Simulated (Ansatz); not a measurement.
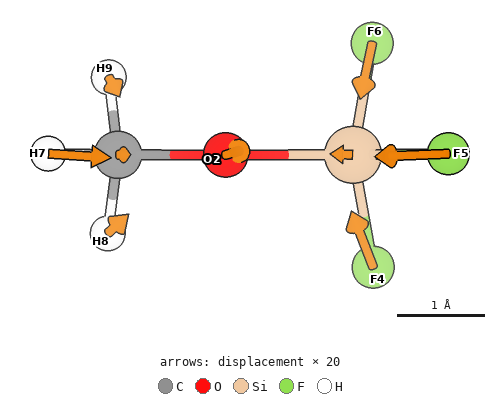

A relaxation of CH3F3OSi. The starting structure is drawn; orange arrows show the displacements, magnified 20 times. The two geometries are superimposed by the best rigid fit.

Style: ball-and-stick. Shown face on.

The start comes from PBE-D4/def2-SVP.

Theory: Ansatz 0.2.0, RKS PBE0-D4/def2-TZVP.

The input:
```yaml
crystal:
  periodic: [false, false, false]
  atoms:
    - {symbol: C, position_ang: [0.220259, -1.138680, 0.804422]}
    - {symbol: O, position_ang: [0.761637, -0.158818, -0.075255]}
    - {symbol: Si, position_ang: [-0.076800, 1.050855, -0.780867]}
    - {symbol: F, position_ang: [-1.259088, 0.498489, -1.730441]}
    - {symbol: F, position_ang: [0.947712, 1.908487, -1.671521]}
    - {symbol: F, position_ang: [-0.768878, 2.024553, 0.304373]}
    - {symbol: H, position_ang: [1.045195, -1.806128, 1.121502]}
    - {symbol: H, position_ang: [-0.557167, -1.753037, 0.300743]}
    - {symbol: H, position_ang: [-0.224370, -0.672023, 1.710043]}
basis:
  gaussian: {orbitals: def2-TZVP}
hamiltonian: {xc: pbe0, dispersion: d4}
relax: {f_tol: 0.005, max_steps: 150}
```

Launched with:
```bash
ansatz run in.yaml --threads 4 --pin off --events-out ev --progress --plain --max-ram 10444MiB
```

### Which element moves most?

Fluorine: up to 0.052 Å, against 0.037 Å for hydrogen.

### What happened in the run?

After 6 geometry steps the energy has fallen by 13.4 kJ/mol. Largest force component: 1.1 eV/Å at the start, 0.00064 eV/Å at the end. The largest move after the best rigid fit is that of F5, 0.052 Å. Largest moves by element: F 0.052 Å, H 0.037 Å, O 0.032 Å, Si 0.014 Å, C 0.010 Å. Some distances before and after: Si3–F4 1.614 → 1.574 Å, O2–Si3 1.632 → 1.596 Å, C1–H7 1.107 → 1.089 Å, C1–O2 1.424 → 1.417 Å. The run took 29 s on 4 threads of Intel Xeon @ 2.80GHz, with other jobs on the host.
